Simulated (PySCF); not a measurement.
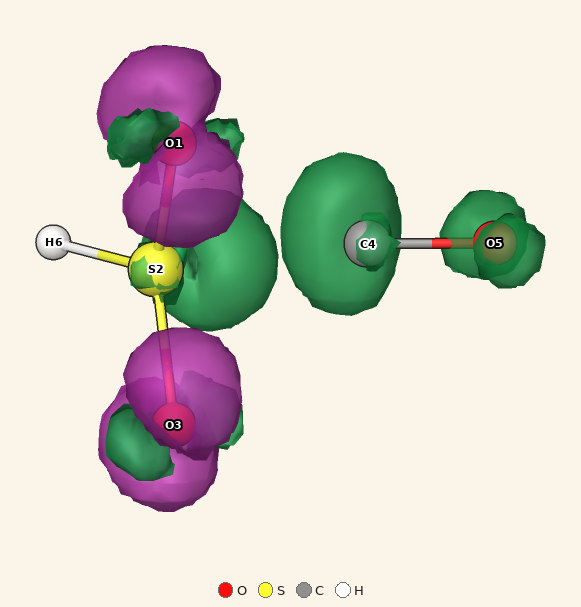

*CHO3S, charge +1, SMILES `O=[SH](=O)C#[O+]`. Unrelaxed difference density of S₁ less the ground state (TDA singlet states), ±0.08 e/Å³; green: gain, purple: loss.*

Computed with PySCF, PBE/def2-SVPD, geometry: GFN2-xTB. No frequency check shows the geometry to be a minimum. GFN2-xTB bond lengths at metals and heavier atoms can be off by up to 0.1 Å and shapes distorted, which carries into these values.

Input

```python
import numpy as np
from pyscf import gto, scf, dft, tdscf
from pyscf.scf import atom_ks, atom_hf
from scipy.linalg import block_diag

def solve(mol, dm0=None, hcore=None):
    mf = (dft.UKS if mol.spin else dft.RKS)(mol, xc='pbe')
    mf.grids.level = 3
    mf = mf.density_fit(auxbasis='def2-universal-jkfit')
    mf.conv_tol, mf.max_cycle = 1e-8, 80
    if hcore is not None:
        mf.get_hcore = lambda *args: hcore
    mf.kernel(dm0)
    if not mf.converged:
        mf = mf.newton().run(mf.mo_coeff, mf.mo_occ, max_cycle=30)
    assert mf.converged, 'SCF not converged'
    return mf

mol = gto.M(atom='''
O      0.87663    -1.25551     0.36986
S      0.74573     0.00024    -0.23774
O      0.88077     1.25292     0.37110
C     -1.36737     0.00246    -0.32465
O     -2.35464     0.00030     0.17807
H      1.05038    -0.00035    -1.60053
''', basis='def2-svpd', charge=1, spin=0, verbose=4)
mf = solve(mol)
td = mf.TDA()
td.nstates, td.singlet, td.conv_tol = 5, True, 1e-5
td.kernel()
td.analyze()
x, y = np.array([p[0] for p in td.xy]), np.array([p[1] + 0 * p[0] for p in td.xy])
f, mu = td.oscillator_strength(), td.transition_dipole()
nto = [td.get_nto(state=i + 1, verbose=4) for i in range(len(td.e))]
# spherically averaged free atoms, for the promolecule
atm = atom_ks.get_atm_nrks(mol, xc='pbe')
pro = block_diag(*[(atm[a[0]][2] * atm[a[0]][3]) @ atm[a[0]][2].T for a in mol._atom])
np.savez('result.npz', e=td.e, f=f, ok=td.converged, w=[n[0] for n in nto], nto=[n[1] for n in nto], x=x, y=y, c=mf.mo_coeff, occ=mf.mo_occ, eps=mf.mo_energy, pro=pro, mu=mu)
```

Run with:

```sh
OMP_NUM_THREADS=1 python input.py
```

The run took 95 s on 1 thread of Arm Neoverse V2 (shared host), peak memory 0.58 GiB.

> How does the charge move on excitation?

0.81 e is displaced in all, of which about 0.6 e passes between atoms: O1 and O3 (0.28 e each) lose electrons and C4 (0.29 e) and O5 (0.12 e) gain them. The state: 4.98 eV (249 nm), f = 0.000 (dark); the leading pair carries 100 %; hole on O1 and O3 (42 % each) and S2 (15 %), electron on C4 (29 %), S2 (27 %) and O1 and O3 (14 % each); their centroids lie 1.2 Å apart.
